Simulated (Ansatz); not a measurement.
SiPNH4S: nudged elastic band

System: SiPNH4S.
Method: UKS PBE0/def2-SVP (Ansatz 0.2.0).

It belongs to a series of runs on one base structure; here: band between the two ends. Figures and captions count atoms from 1; the log counts them from 0 in places.

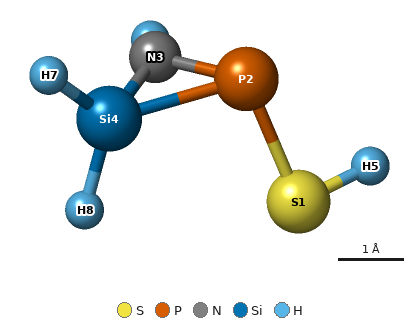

The starting structure (ball-and-stick view, seen at a tilt; atoms are numbered from 1 in the order of the input).

### Key numbers

| quantity | value |
| --- | --- |
| outcome | converged |
| barrier, forward | 2.088 eV |
| barrier, backward | 1.836 eV |
| hardware | 2 threads of Arm Neoverse V1, 24 GiB of memory available, shared host |
| wall time | 14 min (CPU time 27 min) |
| peak memory | 0.29 GiB |

### Notes

The order of the saddle point was not checked.

### The input
```yaml
crystal:
  periodic: [false, false, false]
  atoms:
    - { symbol: S, position_ang: [-1.527464, 1.277061, -0.953523] }
    - { symbol: P, position_ang: [0.579792, 0.79031, -0.756301] }
    - { symbol: "N", position_ang: [0.80311, 0.141543, 0.855355] }
    - { symbol: Si, position_ang: [0.370132, -1.285771, 0.008589] }
    - { symbol: H, position_ang: [-1.324573, 2.613184, -0.96524] }
    - { symbol: H, position_ang: [0.772668, 0.598056, 1.759644] }
    - { symbol: H, position_ang: [1.411666, -2.330054, -0.174302] }
    - { symbol: H, position_ang: [-0.99303, -1.861529, 0.169978] }
magnetization:
  spin_polarized: true
basis:
  gaussian: { orbitals: def2-SVP }
hamiltonian:
  xc: pbe0
neb:
  order_check: false
  images: 5
  f_tol: 0.05
  max_iterations: 60
  final_atoms:
    - { symbol: S, position_ang: [-1.42963581, 1.3695086, -0.9820524] }
    - { symbol: P, position_ang: [0.44751032, 0.38122495, -0.90438129] }
    - { symbol: "N", position_ang: [0.3209214, -0.31060708, 0.82485542] }
    - { symbol: Si, position_ang: [-0.27151295, -1.75049512, -0.38856066] }
    - { symbol: H, position_ang: [-0.9652941, 2.62878327, -0.78931534] }
    - { symbol: H, position_ang: [-0.40387857, 0.14636366, 1.37941123] }
    - { symbol: H, position_ang: [1.19471067, -2.17301415, -0.53786934] }
    - { symbol: H, position_ang: [1.19948005, -0.34896412, 1.34211238] }
  initial_path:
    images:
      - { positions_ang: [[-1.527464, 1.277061, -0.953523], [0.579792, 0.79031, -0.756301], [0.80311, 0.141543, 0.855355], [0.370132, -1.285771, 0.008589], [-1.324573, 2.613184, -0.96524], [0.772668, 0.598056, 1.759644], [1.411666, -2.330054, -0.174302], [-0.99303, -1.861529, 0.169978]] }
      - { positions_ang: [[-1.46118788, 1.28268656, -0.78712129], [0.60651515, 0.7975963, -0.70796024], [0.75665751, 0.0533026, 0.8011006], [0.39420771, -1.40258355, 0.09138552], [-1.33299339, 2.53126424, -1.08987224], [0.5347291, 0.47379977, 1.64947887], [1.41897229, -2.29891818, -0.32211988], [-0.82459948, -1.49434775, 0.30930866]] }
      - { positions_ang: [[-1.39491176, 1.28831212, -0.62071959], [0.6332383, 0.8048826, -0.65961947], [0.71020501, -0.03493779, 0.7468462], [0.41828341, -1.51939609, 0.17418205], [-1.34141379, 2.44934448, -1.21450448], [0.2967902, 0.34954353, 1.53931373], [1.42627859, -2.26778235, -0.46993776], [-0.65616897, -1.1271665, 0.44863932]] }
      - { positions_ang: [[-1.32863564, 1.29393768, -0.45431788], [0.65996145, 0.8121689, -0.61127871], [0.66375252, -0.12317819, 0.69259179], [0.44235912, -1.63620864, 0.25697857], [-1.34983418, 2.36742472, -1.33913672], [0.0588513, 0.2252873, 1.4291486], [1.43358488, -2.23664653, -0.61775564], [-0.48773845, -0.75998525, 0.58796999]] }
      - { positions_ang: [[-1.36230237, 1.31912798, -0.63022939], [0.58914441, 0.66852092, -0.70897957], [0.54947548, -0.18565448, 0.73667967], [0.20440176, -1.67430413, 0.04179883], [-1.22165416, 2.45454423, -1.15586293], [-0.09539199, 0.19897942, 1.41256948], [1.35396014, -2.21543574, -0.59112687], [0.07466772, -0.62297821, 0.83935078]] }
      - { positions_ang: [[-1.39596909, 1.34431829, -0.8061409], [0.51832736, 0.52487294, -0.80668043], [0.43519844, -0.24813078, 0.78076755], [-0.03355559, -1.71239963, -0.17338091], [-1.09347413, 2.54166375, -0.97258914], [-0.24963528, 0.17267154, 1.39599036], [1.27433541, -2.19422494, -0.56449811], [0.63707388, -0.48597117, 1.09073158]] }
      - { positions_ang: [[-1.42963581, 1.3695086, -0.9820524], [0.44751032, 0.38122495, -0.90438129], [0.3209214, -0.31060708, 0.82485542], [-0.27151295, -1.75049512, -0.38856066], [-0.9652941, 2.62878327, -0.78931534], [-0.40387857, 0.14636366, 1.37941123], [1.19471067, -2.17301415, -0.53786934], [1.19948005, -0.34896412, 1.34211238]] }
```

Command:
```bash
ansatz run input.yaml --threads 2 --pin off --max-ram 3072MiB --backend cpu --events-out ev --progress --plain --runs-dir out
```

### The program's output
```
Engine: ansatz 0.2.0, aarch64-unknown-linux-gnu
Functional definition: PBE0
  parameter a = 0.25
  parameter kappa = 0.804
  parameter beta = 0.06672455060314922
  exchange = (1 - a)*pbe_x(kappa = kappa, mu = beta*pi^2/3) + a*exact_x
  correlation = pbe_c(beta = beta)
901 factors; integrals over basis functions are off by at most 3.9e-4 eV
mean field evaluation 1: about -29529.7792 eV, gradient 3.5e1 eV
mean field evaluation 2: about -29515.3621 eV, gradient 6.3e1 eV
mean field evaluation 4: about -29534.5960 eV, gradient 3.0e0 eV
mean field evaluation 8: about -29534.6637 eV, gradient 4.3e-2 eV
mean field evaluation 16: about -29534.6637 eV, gradient 2.5e-5 eV
mean field -29534.66372286 eV, -1085.3788725009 hartree, gradient 2.5e-5 eV, S^2 0.000000; 0 other end points of the search recorded, 0 dependent functions left out
the calculation of the forces begins
reference -29534.66374773 eV, -1085.3788734151 hartree; 28, 28 occupied and 60, 60 virtual orbitals, 901 factors
901 factors; integrals over basis functions are off by at most 1.4e-3 eV
mean field evaluation 32: about -29534.4114 eV, gradient 2.1e-5 eV
mean field -29534.41136746 eV, -1085.3695986111 hartree, gradient 2.1e-5 eV, S^2 0.000000; 0 other end points of the search recorded, 0 dependent functions left out
[... from here on the field's lines of each further geometry are left out, up to the last ...]
NEB iter   1: max|band force component| = 1.855e2 eV/Å  barrier→ = 38.8777 eV  barrier← = 38.6253 eV  Δτ_max = 0.1842 Å  (350 SCF iters)
NEB iter   2: max|band force component| = 4.604e1 eV/Å  barrier→ = 11.4323 eV  barrier← = 11.1799 eV  Δτ_max = 0.1988 Å  (272 SCF iters)
NEB iter   3: max|band force component| = 3.237e1 eV/Å  barrier→ = 6.7904 eV  barrier← = 6.5381 eV  Δτ_max = 0.2000 Å  (180 SCF iters)
NEB iter   4: max|band force component| = 1.465e1 eV/Å  barrier→ = 3.0256 eV  barrier← = 2.7733 eV  Δτ_max = 0.2000 Å  (167 SCF iters)
NEB iter   5: max|band force component| = 6.585e0 eV/Å  barrier→ = 2.4639 eV  barrier← = 2.2115 eV  Δτ_max = 0.2000 Å  (167 SCF iters)
NEB iter   6: max|band force component| = 2.259e0 eV/Å  barrier→ = 2.2286 eV  barrier← = 1.9762 eV  Δτ_max = 0.1972 Å  (169 SCF iters)
NEB iter   7: max|band force component| = 2.172e0 eV/Å  barrier→ = 2.1175 eV  barrier← = 1.8651 eV  Δτ_max = 0.1801 Å  (163 SCF iters)
NEB iter   8: max|band force component| = 2.096e0 eV/Å  barrier→ = 2.0605 eV  barrier← = 1.8082 eV  Δτ_max = 0.1071 Å  (161 SCF iters)
NEB iter   9: max|band force component| = 1.465e0 eV/Å  barrier→ = 1.9120 eV  barrier← = 1.6597 eV  Δτ_max = 0.2000 Å  (162 SCF iters)
NEB iter  10: max|band force component| = 1.593e0 eV/Å  barrier→ = 2.1063 eV  barrier← = 1.8540 eV  Δτ_max = 0.1963 Å  (169 SCF iters)
NEB iter  11: max|band force component| = 8.357e-1 eV/Å  barrier→ = 2.2634 eV  barrier← = 2.0110 eV  Δτ_max = 0.1918 Å  (165 SCF iters)
NEB iter  12: max|band force component| = 1.140e0 eV/Å  barrier→ = 2.4025 eV  barrier← = 2.1501 eV  Δτ_max = 0.1013 Å  (170 SCF iters)
NEB iter  13: max|band force component| = 1.608e0 eV/Å  barrier→ = 2.3324 eV  barrier← = 2.0800 eV  Δτ_max = 0.0499 Å  (165 SCF iters)
NEB iter  14: max|band force component| = 1.419e0 eV/Å  barrier→ = 2.2399 eV  barrier← = 1.9875 eV  Δτ_max = 0.0498 Å  (179 SCF iters)
NEB iter  15: max|band force component| = 1.028e0 eV/Å  barrier→ = 2.1596 eV  barrier← = 1.9072 eV  Δτ_max = 0.0986 Å  (177 SCF iters)
NEB iter  16: max|band force component| = 5.754e-1 eV/Å  barrier→ = 1.9857 eV  barrier← = 1.7334 eV  Δτ_max = 0.1010 Å  (189 SCF iters)
NEB iter  17: max|band force component| = 2.520e0 eV/Å  barrier→ = 1.8208 eV  barrier← = 1.5684 eV  Δτ_max = 0.0501 Å  (189 SCF iters)
NEB iter  18: max|band force component| = 1.430e0 eV/Å  barrier→ = 1.6356 eV  barrier← = 1.3833 eV  Δτ_max = 0.0990 Å  (183 SCF iters)
NEB iter  19: max|band force component| = 9.424e-1 eV/Å  barrier→ = 1.4165 eV  barrier← = 1.1642 eV  Δτ_max = 0.1965 Å  (187 SCF iters)
NEB iter  20: max|band force component| = 8.157e-1 eV/Å  barrier→ = 1.3856 eV  barrier← = 1.1332 eV  Δτ_max = 0.1976 Å  (175 SCF iters)
NEB iter  21: max|band force component| = 7.784e-1 eV/Å  barrier→ = 1.4042 eV  barrier← = 1.1519 eV  Δτ_max = 0.1986 Å  (194 SCF iters)
NEB iter  22: max|band force component| = 1.218e0 eV/Å  barrier→ = 1.7215 eV  barrier← = 1.4691 eV  Δτ_max = 0.0993 Å  (191 SCF iters)
NEB iter  23: max|band force component| = 8.928e-1 eV/Å  barrier→ = 1.8364 eV  barrier← = 1.5840 eV  Δτ_max = 0.1007 Å  (188 SCF iters)
NEB iter  24: max|band force component| = 5.570e-1 eV/Å  barrier→ = 1.7661 eV  barrier← = 1.5137 eV  Δτ_max = 0.1008 Å  (189 SCF iters)
NEB iter  25: max|band force component| = 1.947e0 eV/Å  barrier→ = 1.7369 eV  barrier← = 1.4846 eV  CI = image 1  Δτ_max = 0.0993 Å  (188 SCF iters)
NEB iter  26: max|band force component| = 2.079e0 eV/Å  barrier→ = 1.6458 eV  barrier← = 1.3935 eV  CI = image 1  Δτ_max = 0.2000 Å  (191 SCF iters)
NEB iter  27: max|band force component| = 1.543e0 eV/Å  barrier→ = 2.3090 eV  barrier← = 2.0567 eV  CI = image 1  Δτ_max = 0.2000 Å  (192 SCF iters)
NEB iter  28: max|band force component| = 1.590e0 eV/Å  barrier→ = 2.2235 eV  barrier← = 1.9711 eV  CI = image 1  Δτ_max = 0.1362 Å  (185 SCF iters)
NEB iter  29: max|band force component| = 4.190e-1 eV/Å  barrier→ = 2.3061 eV  barrier← = 2.0538 eV  CI = image 1  Δτ_max = 0.0304 Å  (181 SCF iters)
NEB iter  30: max|band force component| = 1.801e-1 eV/Å  barrier→ = 2.2979 eV  barrier← = 2.0455 eV  CI = image 1  Δτ_max = 0.0315 Å  (167 SCF iters)
NEB iter  31: max|band force component| = 1.094e-1 eV/Å  barrier→ = 2.2932 eV  barrier← = 2.0408 eV  CI = image 1  Δτ_max = 0.0292 Å  (179 SCF iters)
NEB iter  32: max|band force component| = 1.813e-1 eV/Å  barrier→ = 2.2899 eV  barrier← = 2.0375 eV  CI = image 1  Δτ_max = 0.0146 Å  (173 SCF iters)
NEB iter  33: max|band force component| = 1.412e-1 eV/Å  barrier→ = 2.2876 eV  barrier← = 2.0353 eV  CI = image 1  Δτ_max = 0.0293 Å  (173 SCF iters)
NEB iter  34: max|band force component| = 1.075e-1 eV/Å  barrier→ = 2.2828 eV  barrier← = 2.0304 eV  CI = image 1  Δτ_max = 0.0414 Å  (169 SCF iters)
NEB iter  35: max|band force component| = 1.470e-1 eV/Å  barrier→ = 2.2746 eV  barrier← = 2.0223 eV  CI = image 1  Δτ_max = 0.0529 Å  (170 SCF iters)
NEB iter  36: max|band force component| = 2.133e-1 eV/Å  barrier→ = 2.2618 eV  barrier← = 2.0095 eV  CI = image 1  Δτ_max = 0.0264 Å  (174 SCF iters)
NEB iter  37: max|band force component| = 2.391e-1 eV/Å  barrier→ = 2.2539 eV  barrier← = 2.0016 eV  CI = image 1  Δτ_max = 0.0528 Å  (171 SCF iters)
NEB iter  38: max|band force component| = 2.826e-1 eV/Å  barrier→ = 2.2360 eV  barrier← = 1.9836 eV  CI = image 1  Δτ_max = 0.1057 Å  (178 SCF iters)
NEB iter  39: max|band force component| = 3.346e-1 eV/Å  barrier→ = 2.1943 eV  barrier← = 1.9420 eV  CI = image 1  Δτ_max = 0.1933 Å  (181 SCF iters)
NEB iter  40: max|band force component| = 3.842e-1 eV/Å  barrier→ = 2.1292 eV  barrier← = 1.8768 eV  CI = image 1  Δτ_max = 0.0998 Å  (202 SCF iters)
NEB iter  41: max|band force component| = 2.018e-1 eV/Å  barrier→ = 2.1022 eV  barrier← = 1.8499 eV  CI = image 1  Δτ_max = 0.1000 Å  (191 SCF iters)
NEB iter  42: max|band force component| = 1.955e-1 eV/Å  barrier→ = 2.0926 eV  barrier← = 1.8402 eV  CI = image 1  Δτ_max = 0.0616 Å  (180 SCF iters)
NEB iter  43: max|band force component| = 1.362e-1 eV/Å  barrier→ = 2.0895 eV  barrier← = 1.8371 eV  CI = image 1  Δτ_max = 0.0160 Å  (180 SCF iters)
NEB iter  44: max|band force component| = 8.591e-2 eV/Å  barrier→ = 2.0884 eV  barrier← = 1.8361 eV  CI = image 1  Δτ_max = 0.0088 Å  (176 SCF iters)
the calculation of the forces begins
reference -29533.20889698 eV, -1085.3254086361 hartree; 28, 28 occupied and 60, 60 virtual orbitals, 902 factors
901 factors; integrals over basis functions are off by at most 1.0e-3 eV
mean field -29532.57573200 eV, -1085.3021402520 hartree, gradient 2.5e-5 eV, S^2 0.000000; 2 other end points of the search recorded, 0 dependent functions left out
the calculation of the forces begins
reference -29532.57575556 eV, -1085.3021411180 hartree; 28, 28 occupied and 60, 60 virtual orbitals, 901 factors
NEB iter  45: max|band force component| = 4.789e-2 eV/Å  barrier→ = 2.0880 eV  barrier← = 1.8356 eV  CI = image 1  Δτ_max = 0.0000 Å  (393 SCF iters)
```

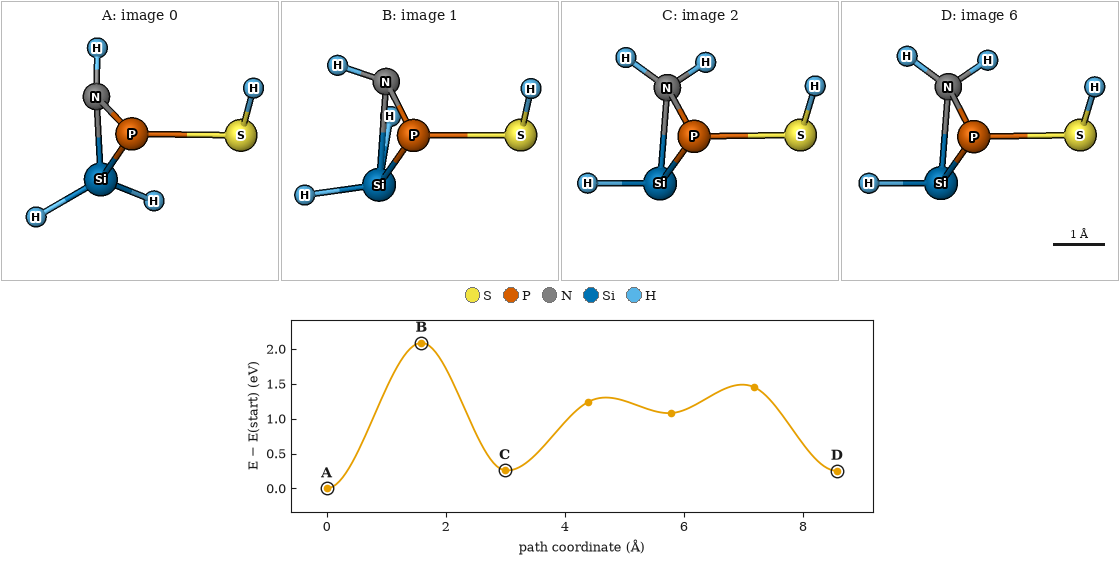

Images of the last band (counted from 0; ball-and-stick, seen at a tilt) above the energy along the path; the line is a cubic interpolation that uses the forces. The highest image is number 1, 2.088 eV above the start and 1.836 eV above the end (the climbing image); the end lies 0.252 eV above the start. The path is 8.57 Å long. The band converged in 45 iterations.

```
Total energy: -29532.57575556 eV, -1085.3021411180 hartree
Atom 0 at    -1.421968     1.344941    -1.310082 Å, force    -0.001916     0.007206    -0.002484 eV/Å
Atom 1 at     0.471042     0.701680    -0.576104 Å, force    -0.012580     0.017270     0.028329 eV/Å
Atom 2 at     0.103898     0.074747     0.977920 Å, force     0.041237     0.028188    -0.047544 eV/Å
Atom 3 at     0.202235    -1.522039    -0.454773 Å, force    -0.027902    -0.041169     0.001334 eV/Å
Atom 4 at    -1.231726     2.638392    -0.959130 Å, force    -0.004530     0.001142     0.003041 eV/Å
Atom 5 at     0.947138     0.003651     1.559046 Å, force    -0.017171    -0.006206     0.017442 eV/Å
Atom 6 at     1.620146    -1.958321    -0.165780 Å, force     0.016004    -0.003361     0.008397 eV/Å
Atom 7 at    -0.598463    -1.340250     0.873103 Å, force     0.006858    -0.003068    -0.008515 eV/Å
Dipole moment:     0.315573     0.052522     0.170821 e Å
this run last wrote the band of iteration 45 to [file]
```

### The last band as extended XYZ (Å, eV, eV/Å)
```
8
Properties=species:S:1:pos:R:3:forces:R:3 image=0 energy=-29534.66372
S    -1.5275    1.2771   -0.9535   -0.0110  -0.0135  -0.0116
P     0.5798    0.7903   -0.7563    0.0081  -0.0143   0.0159
N     0.8031    0.1415    0.8554    0.0038   0.0079   0.0045
Si    0.3701   -1.2858    0.0086   -0.0141   0.0187  -0.0016
H    -1.3246    2.6132   -0.9652   -0.0006   0.0160   0.0022
H     0.7727    0.5981    1.7596    0.0027  -0.0055  -0.0076
H     1.4117   -2.3301   -0.1743    0.0076  -0.0094  -0.0046
H    -0.9930   -1.8615    0.1700    0.0036   0.0002   0.0028
8
Properties=species:S:1:pos:R:3:forces:R:3 image=1 energy=-29532.57573
S    -1.4220    1.3449   -1.3101   -0.0019   0.0072  -0.0025
P     0.4710    0.7017   -0.5761   -0.0126   0.0173   0.0283
N     0.1039    0.0747    0.9779    0.0412   0.0282  -0.0475
Si    0.2022   -1.5220   -0.4548   -0.0279  -0.0412   0.0013
H    -1.2317    2.6384   -0.9591   -0.0045   0.0011   0.0030
H     0.9471    0.0037    1.5590   -0.0172  -0.0062   0.0174
H     1.6201   -1.9583   -0.1658    0.0160  -0.0034   0.0084
H    -0.5985   -1.3402    0.8731    0.0069  -0.0031  -0.0085
8
Properties=species:S:1:pos:R:3:forces:R:3 image=2 energy=-29534.40347
S    -1.3820    1.1874   -1.2819    0.0050  -0.0222   0.0156
P     0.5714    0.5774   -0.7197   -0.0013  -0.0339   0.0136
N     0.1510   -0.3361    0.8525    0.0075  -0.0660   0.0049
Si    0.2325   -1.7055   -0.5498    0.0242  -0.0485  -0.0809
H    -1.2804    2.4783   -0.8773    0.0120  -0.0253  -0.0051
H     0.8536   -0.2646    1.5885   -0.0683   0.0105   0.0469
H     1.7331   -1.8385   -0.2753    0.0381   0.0223  -0.0688
H    -0.7870   -0.1556    1.2073   -0.0172   0.1631   0.0738
8
Properties=species:S:1:pos:R:3:forces:R:3 image=3 energy=-29533.42835
S    -1.5220    1.1513   -1.1622    0.0166  -0.0336  -0.0073
P     0.3700    0.3941   -0.5058    0.1603   0.1577  -0.0602
N     0.2237   -0.0911    1.1428    0.1133  -0.0787  -0.0648
Si    0.2341   -1.8420   -0.9311   -0.1528  -0.0683   0.2988
H    -1.0593    2.4147   -1.2957   -0.1054   0.0233   0.0139
H     0.6468    0.5284    1.8284    0.0712  -0.1580   0.0237
H     1.7287   -1.9737   -0.6768    0.1514   0.0598  -0.0933
H    -0.5298   -0.6389    1.5446   -0.2547   0.0978  -0.1107
8
Properties=species:S:1:pos:R:3:forces:R:3 image=4 energy=-29533.58364
S    -1.6571    1.2453   -0.9780   -0.0104   0.0005   0.0041
P    -0.0626    0.0092   -0.4011   -0.0162  -0.0114   0.0001
N     0.1021    0.0985    1.2846    0.0008   0.0142   0.0131
Si    0.3786   -1.6642   -1.6550    0.0157  -0.0056  -0.0119
H    -0.9267    2.3638   -1.1981    0.0014  -0.0056  -0.0020
H     0.7253    0.8190    1.6378    0.0438   0.0032  -0.0015
H     1.2677   -2.1369   -0.4905    0.0105   0.0054  -0.0132
H     0.2651   -0.7920    1.7445   -0.0456  -0.0006   0.0113
8
Properties=species:S:1:pos:R:3:forces:R:3 image=5 energy=-29533.20887
S    -1.5472    1.2227   -0.9524    0.0427   0.0082  -0.0272
P     0.4032    0.4092   -0.5863    0.1192   0.0970  -0.0770
N     0.1788   -0.1391    1.0921    0.0213  -0.0698  -0.0623
Si   -0.1254   -1.7558   -1.1473   -0.0947  -0.0182   0.1873
H    -1.1044    2.4892   -1.1066   -0.0196   0.0432   0.0345
H     0.1664    0.6610    1.7264   -0.2085  -0.0846   0.0129
H     1.1899   -2.1879   -0.4774   -0.0010  -0.0137   0.0107
H     0.9309   -0.7564    1.3957    0.1406   0.0380  -0.0790
8
Properties=species:S:1:pos:R:3:forces:R:3 image=6 energy=-29534.41137
S    -1.4296    1.3695   -0.9821    0.0046   0.0019   0.0028
P     0.4475    0.3812   -0.9044   -0.0040   0.0004   0.0017
N     0.3209   -0.3106    0.8249    0.0150  -0.0054  -0.0026
Si   -0.2715   -1.7505   -0.3886   -0.0050  -0.0019  -0.0064
H    -0.9653    2.6288   -0.7893   -0.0021  -0.0037  -0.0020
H    -0.4039    0.1464    1.3794   -0.0072   0.0049   0.0028
H     1.1947   -2.1730   -0.5379    0.0002   0.0022   0.0029
H     1.1995   -0.3490    1.3421   -0.0016   0.0017   0.0007
```
